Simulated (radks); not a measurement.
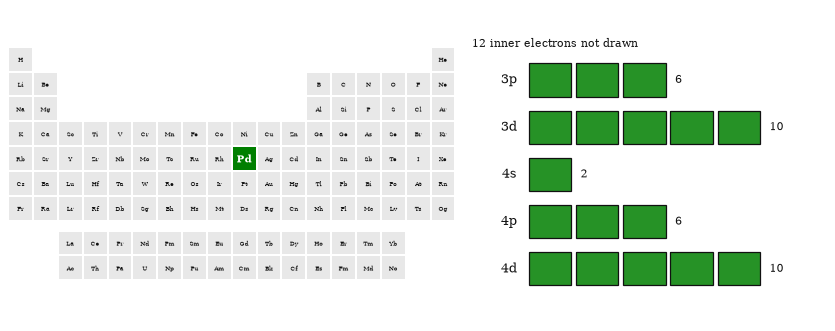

Fig. 1: Left, the place of palladium in the periodic table; right, the outer shells as the input fills them: a box for each of the 2l + 1 orbitals, shaded by the share of the shell that is filled, with the electron count at the right.

## Pd: atomic calculation

System: a free Pd atom in the configuration [Kr] 4d10.
Method: Dirac Kohn-Sham, PBE, spin-unpolarised, spherical densities, finite nucleus (the in-house radial solver radks).

## Input file
```
Z 46
configuration [Kr] 4d10
relativity Dirac
functional pbe,pbe
spin unpolarised
j_filling average
nucleus finite rms 4.5318 fm
c 137.035999084
mesh_step 0.012
max_iterations 68
```

Energies in input and log are in hartree, lengths in bohr (the nuclear radius in fm).

Hardware: 1 thread of Intel Xeon, 163 GiB of memory available, shared host.

The run was one of a batch that the task file lists, launched with:
```bash
python <driver script> task.json out
```

## Log
```
1s1/2   1   2.0000        -887.55525812
2s1/2   1   2.0000        -129.55142300
2p1/2   1   2.0000        -120.16760048
2p3/2   1   4.0000        -114.30969533
3s1/2   1   2.0000         -23.35643476
3p1/2   1   2.0000         -19.65241245
3p3/2   1   4.0000         -18.63140884
3d3/2   1   4.0000         -12.07348303
3d5/2   1   6.0000         -11.86991809
4s1/2   1   2.0000          -3.13398760
4p1/2   1   2.0000          -1.99270593
4p3/2   1   4.0000          -1.83005872
4d3/2   1   4.0000          -0.15861935
4d5/2   1   6.0000          -0.14263985
Etot -5046.843569340174
Ekin 5271.198901700303
Encl -12233.619393230041
Eh 2059.8171254037593
Exc -144.24020321419562
err 8.139226938134173e-09
it 15
```

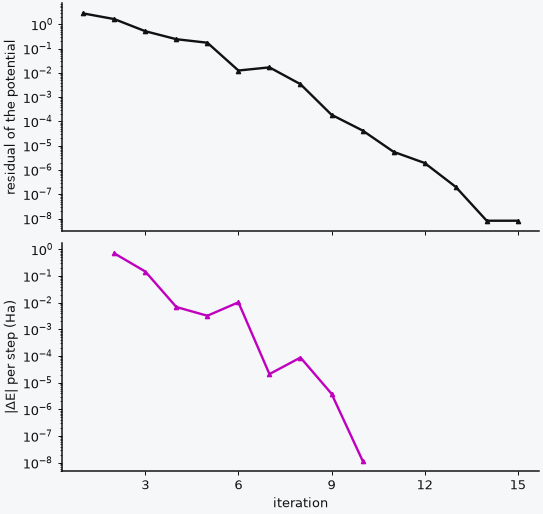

Fig. 2: Convergence: residual of the potential and change of the energy from step to step (the smallest changes aren't drawn) against the iteration. The residual falls almost steadily, with no more than small rises or pauses. It goes from 2.8 to 8.1×10⁻⁹ in 15 steps.

## Outcome

```tsv
quantity	value
outcome	converged
total energy	−5046.8436 hartree
kinetic energy	5271.1989 hartree
electron–nucleus energy	−12233.6194 hartree
Hartree energy	2059.8171 hartree
exchange–correlation energy	−144.240203 hartree
radius at density 0.001 e/bohr³	4.08 bohr
SCF iterations	15
```

## What is odd here

A numerical setting was moved from its usual value: mesh step h = 0.012. The program ran to the end, and its total energy equals that of the same run with the usual input (−5046.84357 hartree) within 10⁻⁵ hartree, so the oddity leaves no trace in it.
